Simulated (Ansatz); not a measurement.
**Ta2W3: properties of a relaxed candidate**

Aim: for this structure of Ta2W3, repeat the electronic structure at other levels of theory.

Computed with Ansatz 0.2.0 (DFT PBE, scalar-relativistic, plane waves, PAW, unless a step names another level, unless a step's input says otherwise).

1 further run of the same task is left out (set aside as unsound or not needed). Runs told in other sessions of the task aren't counted.

**1. Starting point**

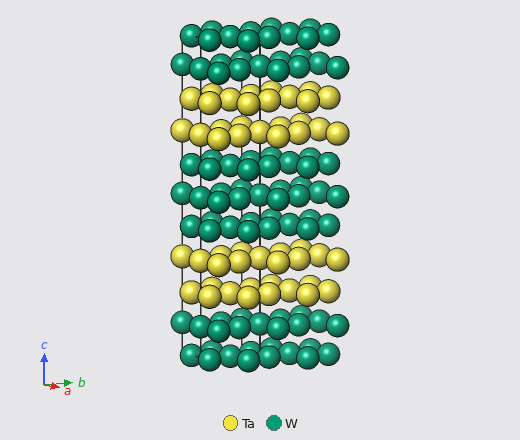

The starting structure, seen slightly off an axis (tantalum yellow, tungsten teal). 2×2×1 cells are drawn. The cell drawn here is the conventional one.

Coordinates:

```xyz
5
Lattice="0.0000 2.3017 11.4096 1.6067 0.0000 11.4096 1.6067 2.3017 0.0000" Properties=species:S:1:pos:R:3 pbc="T T T"
Ta    1.6067    2.3017   15.9068
Ta    1.6067    2.3017    6.9124
W     1.6067    2.3017    2.2042
W     1.6067    2.3017   20.6149
W     1.6067    2.3017   11.4096
```

The cell was relaxed beforehand at this level, from a generated guess; it needn't be the stable form of this composition. At a tolerance of 0.05 Å it has space group Fmmm (No. 69); it has 16.88 Å³/atom, an uncorrected energy of -0.04 eV/atom over the elements and, on its mesh, gap none (metal).

**2. Level of theory: r2SCAN**

The input, input.yaml:

```yaml
crystal:
  lattice:
    - [0.0, 2.3016840217, 11.409586062]
    - [1.6066878594, 0.0, 11.409586062]
    - [1.6066878594, 2.3016840217, 0.0]
  atoms:
    - { symbol: Ta, position: [0.6970796759, 0.6970796759, 0.3029203241] }
    - { symbol: Ta, position: [0.3029203241, 0.3029203241, 0.6970796759] }
    - { symbol: W, position: [0.0965963949, 0.0965963949, 0.9034036051] }
    - { symbol: W, position: [0.9034036051, 0.9034036051, 0.0965963949] }
    - { symbol: W, position: [0.5, 0.5, 0.5] }
basis:
  ecutwfc: 500
kpoints:
  mp_grid: { grid: [14, 14, 14] }
  band_path:
    path:
      - [[0.0, 0.0, 0.0], [0.5, 0.0, 0.5], [1.0, 0.5, 0.5], [0.5, 0.5, 0.0], [0.0, 0.0, 0.0], [0.0, 0.37677555, 0.37677555]]
      - [[1.0, 0.62322445, 0.62322445], [1.0, 0.5, 0.5]]
      - [[0.5, 0.0, 0.5], [0.5, 0.13313946, 0.63313946]]
      - [[0.5, 0.86686054, 0.36686054], [0.5, 0.5, 0.0]]
    npoints: 14
hamiltonian:
  xc: r2scan
scf:
  occupations: { method: gaussian, width: 0.1 }
  n_extra_bands: 12
output:
  forces: true
  stress: true
  eigenvalues: true
  populations: true
  dos: { projected: true, de: 0.02, nscf_kmesh: { grid: [17, 17, 17] } }
  bader: true
```

Command:

```sh
> ansatz run input.yaml --threads 4 --pin off --max-ram 8192MiB --backend cpu --events-out ev --progress --plain --runs-dir out
```

Output:

```text
Warning: RAYON_NUM_THREADS=4 ignored (pool sized by the plan → 4); use --threads N
basis.fft_grid_basis auto: the FFT boxes are laid along the combinations [[1, -1, 0], [0, 1, 0], [0, 0, 1]] of the cell's own vectors, 2.807, 11.522 and 2.807 Å long. The dense box has 24×90×24 points. Along the cell's own vectors, as sized, it would have 90×90×24, 3.75 times as many. basis.fft_grid_basis: typed keeps the cell's own vectors: state it where this run's energies or levels are differenced outside the engine with another run's, or held beside a run that keeps those vectors.
scf.n_extra_bands = 12 over 34 filled bands (N_el = 68.0): the run solves 46 bands
Engine: ansatz 0.2.0, aarch64-unknown-linux-gnu
Pseudopotentials: kind: paw
Pseudopotential: Ta, paw, valence charge 13, recommended cutoff 500 eV (meta_gga), Ta.paw.azcp
Pseudopotential: W, paw, valence charge 14, recommended cutoff 500 eV (meta_gga), W.paw.azcp
Functional definition: r2SCAN
  parameter k0 = 0.174
  parameter k1 = 0.065
  parameter a1 = 4.9479
  exchange = r2scan_x(k0 = k0, k1 = k1, a1 = a1)
  correlation = r2scan_c
Crystal: 5 atoms, lattice volume = 84.387 Å³
Basis set: ecut = 500 eV, 2125 PW (Γ), FFT grids on a1−a2, a2, a3, exchange–correlation on 96×360×96 points (64 copies of the dense FFT grid, shifted against one another)
Bands: 46, of which v1, the nominal top of the filled ones, is band 34 counted from 1 (33 counted from 0)
Symmetry: 8 space group operations
Space group: Fmmm (ITA 69), of the structure as read, at distance tolerance 4.4e-5 Å
k-points: 428 of 2744
Non-local potential: Ta, projectors of the file, l = 0: 3, l = 1: 2, l = 2: 2, l = 3: 1
Non-local potential: W, projectors of the file, l = 0: 3, l = 1: 2, l = 2: 2, l = 3: 1
PAW form: soft (Blöchl's): semilocal exchange-correlation on the pseudo side does not see the compensation charge
PAW frozen core: Ta, regenerated for the run's functional (the file was generated under x = pbe(κ = 0.804, μ = 0.2195149727645171), c = pbe(β = 0.06672455060314922))
PAW frozen core: W, regenerated for the run's functional (the file was generated under x = pbe(κ = 0.804, μ = 0.2195149727645171), c = pbe(β = 0.06672455060314922))
PAW one-centre angular grid: Ta, 590 points (default); XC on 160 Gauss nodes
PAW one-centre angular grid: W, 590 points (default); XC on 160 Gauss nodes
Initial density: superposition of atomic densities (neutral atoms: chi_scale 0, normalization atom), corrected by the library's trained network
Initial wavefunctions: pseudopotential atomic-orbital guess
Functional: x = r2scan, c = r2scan; τ floored in thin density (d = 2e-4 eV/Å³)
SCF iter   1: F=—  HF=-51080.707749 eV  |F-HF|=—  |Δ(HF+E_count)|=         —  Δρ=9.35e-3  dr2=9.82e-1  dr2_τ=1.64e-1  ethr=1.77e-3  ⟨swp⟩=5.1  Hψ=76218  notcnv=0  defer=403
preconditioner: auto → Kerker (q_TF=auto, 2.632 Å⁻¹)  [metal: Δε(μ)=0.001 eV  Ē_g=6.068 eV  σ=0.100 eV  W_gap=0.01  n_scr=24 (ndim 8)  ℏωp=21.4 eV  f_vac=0.000  D(μ)=3.04/eV (n_scr^D=24)]
SCF iter   2: F=—  HF=-51080.747380 eV  |F-HF|=—  |Δ(HF+E_count)|=   3.96e-2  Δρ=4.82e-3  dr2=1.66e-1  dr2_τ=4.19e-3  ethr=1.44e-3  ⟨swp⟩=1.0  Hψ=23113  notcnv=0  defer=512
SCF iter   3: F=—  HF=-51080.744993 eV  |F-HF|=—  |Δ(HF+E_count)|=   2.39e-3  Δρ=1.50e-3  dr2=1.78e-2  dr2_τ=4.13e-4  ethr=2.45e-4  ⟨swp⟩=1.0  Hψ=17621  notcnv=0  defer=559
SCF iter   4: F=—  HF=-51080.744181 eV  |F-HF|=—  |Δ(HF+E_count)|=   8.12e-4  Δρ=4.08e-4  dr2=1.70e-4  dr2_τ=1.08e-5  ethr=2.62e-5  ⟨swp⟩=1.2  Hψ=17746  notcnv=0  defer=559
SCF iter   5: F=—  HF=-51080.744167 eV  |F-HF|=—  |Δ(HF+E_count)|=   1.39e-5  Δρ=1.33e-4  dr2=5.09e-5  dr2_τ=1.01e-5  ethr=2.50e-7  ⟨swp⟩=2.2  Hψ=25895  notcnv=0  defer=559
SCF iter   6: F=—  HF=-51080.744164 eV  |F-HF|=—  |Δ(HF+E_count)|=   2.77e-6  Δρ=4.06e-5  dr2=2.28e-6  dr2_τ=4.28e-7  ethr=7.49e-8  ⟨swp⟩=1.9  Hψ=21167  notcnv=0  defer=668
SCF iter   7: F=—  HF=-51080.744164 eV  |F-HF|=—  |Δ(HF+E_count)|=   6.69e-9  Δρ=1.22e-5  dr2=1.21e-7  dr2_τ=1.39e-8  ethr=3.36e-9  ⟨swp⟩=2.0  Hψ=23600  notcnv=0  defer=684
SCF iter   8: F=-51080.744164 eV  HF=-51080.744164 eV  |F-HF|=9.84e-9  |Δ(HF+E_count)|=   1.78e-8  Δρ=2.72e-6  dr2=1.35e-8  dr2_τ=7.99e-10  ethr=1.47e-10  ⟨swp⟩=10.0  Hψ=74366  notcnv=0
SCF 1 converged in 8 iterations: F = -51080.744164 eV  dr2 = 1.35e-8
NSCF: frozen V_eff on 116 k-points
NSCF: frozen V_eff on 729 k-points
SCF converged after 8 iterations
Free energy (F): -51080.744164 eV
Harris-Foulkes:  -51080.744164 eV  (|F-HF|=9.84e-9)
Internal energy: -51080.729664 eV  (E = F + TS)
E sigma→0 (E₀):  -51080.736914 eV
Entropy (-TS):   -0.014500 eV (-2.900 meV/atom)
Fermi energy:    20.268678 eV
--- Per-component energies (eV) ---
  E_band       = -547.250453
  E_kinetic    = 2083.340564
  E_local      = -3094.780409  (includes V_loc(G=0)·N_el)
  E_nonlocal   = 33.819146
  E_hartree    = 1115.615662
  E_xc         = -1155.225474
  E_vxc        = -1222.823289  (∫ρ·V_xc dr)
  E_paw        = -42625.533039  (= ΣΔE_a)
  E_vpaw       = -640.692941  (= ΣTr[D̂ρ^β])
  E_aug_tail   = 0.000013  (compensation charges beyond the density's cutoff)
  E_vtau       = 62.658532  (kinetic-family band-sum trace: ∫τ·v_τ [+ j·A + Jᵃ·Aᵃ] dr)
  E_ewald      = -7434.689719
  E_core_change = -3.276407  (= ΣΔE_core)
  E_smearing   = -0.014500  (= −TS)
  E_closure    = 0.000000  (closes the sum)
  Σ components = -51080.744164   (vs F -51080.744164, Δ=0.00e0)
--- Forces (eV/Å), atoms counted from 1 ---
  atom   1  Ta     0.00000000     0.00000000    -0.01855472
  atom   2  Ta     0.00000000     0.00000000     0.01855472
  atom   3  W      0.00000000     0.00000000    -0.04846542
  atom   4  W      0.00000000     0.00000000     0.04846542
  atom   5  W      0.00000000     0.00000000    -0.00000000
  max |Σ_I F_I| component: 6.94e-18 eV/Å
--- Stress (GPa, compression-positive) ---
       -3.485942       0.000000       0.000000
        0.000000      -3.656749       0.000000
        0.000000       0.000000      -3.987813
  P = ⅓ Tr σ = -3.7102 GPa (-37.102 kbar)
--- Band table (eV; the first three rows and the last of 428) ---
  k-point 0: bands = ["-55.4232", "-55.2029", "-55.1892", "-48.5653", "-48.5117", "-19.4420", "-18.8715", "-18.7875", "-18.5099", "-18.4831", "-18.4591", "-18.3809", "-18.3038", "-18.3038", "-14.7844", "-14.2129", "-14.0650", "-13.9118", "-13.7753", "-13.7732", "11.0902", "12.8562", "13.1099", "14.5240", "15.1956", "17.3736", "18.1498", "19.1276", "19.3778", "19.5180", "19.5767", "19.5887", "20.2195", "20.2724", "20.5606", "20.6577", "21.5663", "22.3733", "22.5173", "22.5464", "23.0386", "23.0464", "23.2665", "23.5275", "24.2539", "24.3308"]
  k-point 1: bands = ["-55.4198", "-55.2002", "-55.1870", "-48.5606", "-48.5084", "-19.4299", "-18.9165", "-18.7581", "-18.5426", "-18.5323", "-18.4252", "-18.4057", "-18.3247", "-18.3234", "-14.7735", "-14.2265", "-14.0799", "-13.9443", "-13.8043", "-13.7997", "11.2746", "12.9828", "13.3072", "14.7000", "15.3784", "17.3980", "18.1598", "19.1035", "19.1711", "19.2586", "19.5648", "19.7709", "19.9901", "20.1841", "20.3707", "20.5995", "21.8604", "22.2302", "22.3899", "22.7061", "22.9774", "23.0515", "23.4038", "23.6315", "24.2301", "24.2623"]
  k-point 2: bands = ["-55.4103", "-55.1924", "-55.1811", "-48.5473", "-48.4990", "-19.3968", "-19.0089", "-18.7244", "-18.6431", "-18.5944", "-18.4857", "-18.4172", "-18.3600", "-18.3508", "-14.7442", "-14.2884", "-14.1221", "-14.0688", "-13.8601", "-13.8362", "11.8030", "13.3520", "13.8176", "15.1841", "15.8720", "17.4314", "18.1446", "18.7555", "18.8525", "19.0464", "19.3325", "19.5131", "19.7373", "19.9446", "20.0588", "20.9043", "22.0904", "22.2286", "22.4969", "22.8365", "22.9143", "23.2383", "23.5771", "23.7598", "24.1162", "24.3451"]
  k-point 427: bands = ["-55.4232", "-55.2030", "-55.1892", "-48.5653", "-48.5117", "-19.4426", "-18.8696", "-18.7875", "-18.5099", "-18.4831", "-18.4606", "-18.3808", "-18.3038", "-18.3038", "-14.7836", "-14.2135", "-14.0650", "-13.9118", "-13.7753", "-13.7732", "11.3044", "12.0181", "14.1497", "14.3157", "15.0596", "17.3603", "18.2349", "18.9049", "19.2191", "19.4030", "19.6626", "19.7174", "19.8154", "20.3352", "20.4833", "21.0485", "21.4788", "22.5369", "22.5928", "22.8019", "23.0388", "23.2742", "23.5174", "24.0251", "24.1429", "24.1780"]
--- Löwdin populations: 5 sites ---
  site symbol       q [e]
     0     Ta     12.9235
     1     Ta     12.9235
     2      W     13.8420
     3      W     13.8420
     4      W     13.8336
  spilling = 0.009344 (of n_electrons = 68.000000)
--- Bader charges: 5 sites ---
  site symbol  charge [e]  shift [e]
     0     Ta      0.2389     0.0000
     1     Ta      0.2389     0.0000
     2      W     -0.2381     0.0000
     3      W     -0.2381     0.0000
     4      W     -0.0017     0.0000
  estimated error of the sums over rays = 6.8e-4 e
```

Wall time 3.6 min (4 threads of Arm Neoverse N1, shared host); peak memory 2.5 GiB.

Per atom:

| atom | Löwdin electrons | Bader charge (e) | Bader volume (Å³) |
| --- | --- | --- | --- |
| Ta1 | 12.92 | +0.24 | 16.6 |
| Ta2 | 12.92 | +0.24 | 16.6 |
| W3 | 13.84 | -0.24 | 17.4 |
| W4 | 13.84 | -0.24 | 17.4 |
| W5 | 13.83 | -0.00 | 16.4 |

The Löwdin counts miss 0.64 of the 68 electrons, which the atomic orbitals do not span, so they are no charges.

bands.tsv at the labelled points (eV, zero at the Fermi level; the bands nearest the Fermi level):

```tsv
point	band 30	band 31	band 32	band 33	band 34	band 35	band 36	band 37
Γ	-0.75	-0.69	-0.68	-0.05	0.00	0.29	0.39	1.30
Y	-1.93	-0.86	-0.12	0.97	1.05	1.15	3.35	3.94
T	-1.52	-0.31	0.04	1.50	1.63	1.69	1.75	2.27
Z	-0.87	-0.61	-0.55	-0.45	0.07	0.21	0.78	1.21
Γ	-0.75	-0.69	-0.68	-0.05	0.00	0.29	0.39	1.30
Σ0	-2.04	-1.40	-1.28	-1.23	-0.62	2.50	2.95	3.20
U0	-2.04	-1.40	-1.28	-1.23	-0.62	2.50	2.95	3.20
T	-1.52	-0.31	0.04	1.50	1.63	1.69	1.75	2.27
Y	-1.93	-0.86	-0.12	0.97	1.05	1.15	3.35	3.94
C0	-2.08	-2.05	-1.83	-0.49	0.67	0.81	2.30	3.07
A0	-2.08	-2.05	-1.83	-0.49	0.67	0.81	2.30	3.07
Z	-0.87	-0.61	-0.55	-0.45	0.07	0.21	0.78	1.21
```

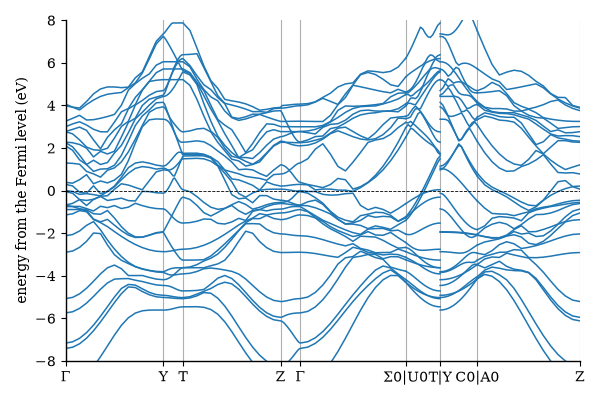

Bands along the path. Deeper bands lie below the window drawn.

Counts of states by energy window (eV from the Fermi level), total and by projection:

| from | to | total | Ta 6s | Ta 5d | W 6s | W 5d |
| --- | --- | --- | --- | --- | --- | --- |
| -8 | -7 | 0.42 | 0.10 | 0.01 | 0.26 | 0.02 |
| -7 | -6 | 0.74 | 0.18 | 0.02 | 0.39 | 0.10 |
| -6 | -5 | 2.07 | 0.28 | 0.16 | 0.61 | 0.95 |
| -5 | -4 | 3.80 | 0.38 | 0.63 | 0.43 | 2.25 |
| -4 | -3 | 3.67 | 0.25 | 1.13 | 0.11 | 2.08 |
| -3 | -2 | 5.85 | 0.08 | 1.38 | 0.08 | 4.16 |
| -2 | -1 | 6.35 | 0.11 | 2.35 | 0.23 | 3.37 |
| -1 | 0 | 4.90 | 0.18 | 2.34 | 0.20 | 1.83 |
| 0 | 1 | 2.03 | 0.05 | 0.77 | 0.06 | 0.88 |
| 1 | 2 | 3.28 | 0.03 | 0.88 | 0.04 | 2.24 |
| 2 | 3 | 4.45 | 0.03 | 1.18 | 0.04 | 3.11 |

The solved bands begin to run out at 3.8 eV, so nothing above is shown.

Below -8 eV lie 40 or so more states.

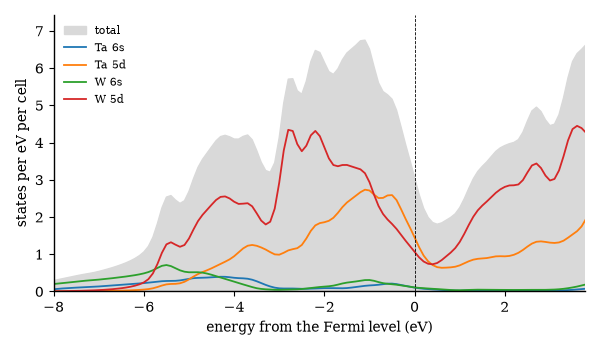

Total and projected density of states, smoothed over about 0.40 eV.

[end of part 1 of 2]
